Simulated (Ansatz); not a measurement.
## Electronic structure of Al3 (charge −1) in real space

```xyz
3

Al   -0.0592   -0.0276    0.0363
Al    1.7049   -1.3032   -1.1863
Al    1.8069    1.1883   -1.0834
```

Geometry: r2SCAN-D4/def2-TZVPD.

The calculation used RKS PBE0-D4/def2-TZVPD (Ansatz 0.2.0).

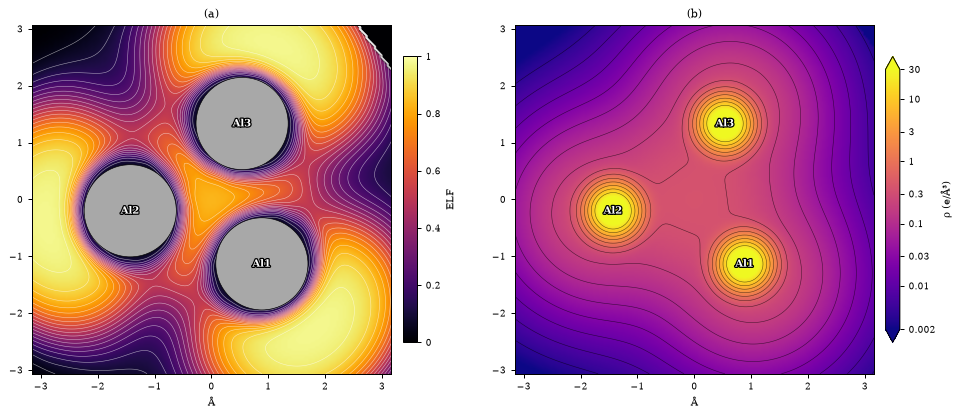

Figure 1. (a) electron localisation function; (b) total electron density on the molecular plane. Grey discs cover the atomic cores in the ELF map.

> Interpret the plot.

The section cuts through Al sites. Al–Al (2.49 Å): ρ at the midpoint is about 0.32 e/Å³; the ELF peaks at about 0.75 between the atoms. The ELF also peaks beside Al1, Al2 and Al3, away from the bonds: lone-pair regions.

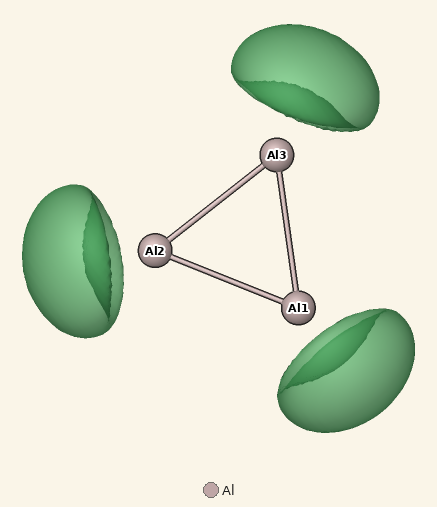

Figure 2. Isosurface of the ELF at 0.9 (green), seen across its widest extent. Core shells and regions of very low density are left out.

> What do the ELF domains correspond to?

At this value the surface marks out three lobes on Al, pointing away from the bonds (lone pairs).

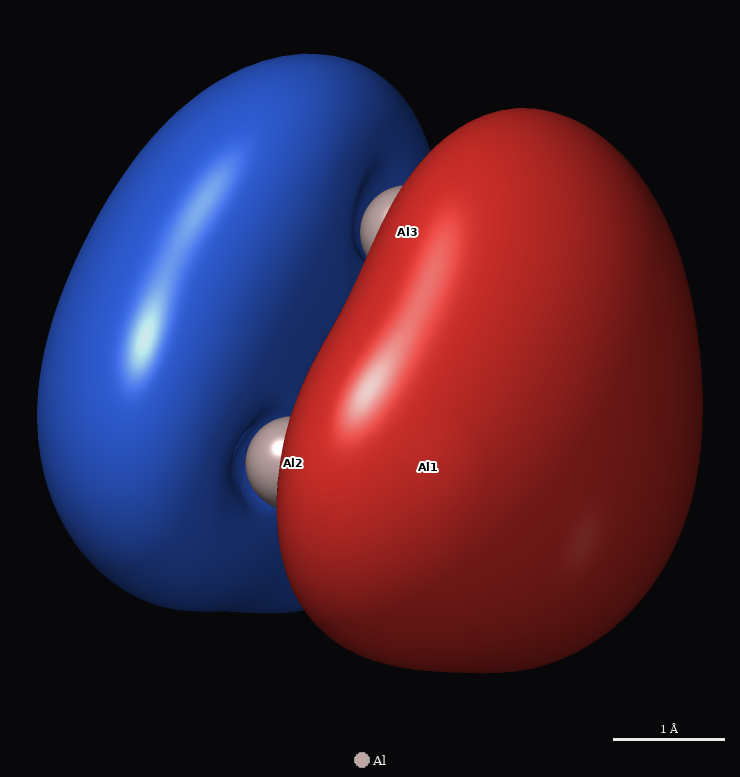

Figure 3. The HOMO−1 at ±0.05 Å⁻³ᐟ² (red and blue are the two phases), seen at an oblique angle.

> What is the character of this orbital?

It lies mainly on Al1 (about 35 %), Al2 (about 35 %) and Al3 (about 35 %); it changes sign across the molecular plane (π type); π-bonding across Al1–Al2, Al1–Al3 and Al2–Al3. Its energy is −0.60 eV.
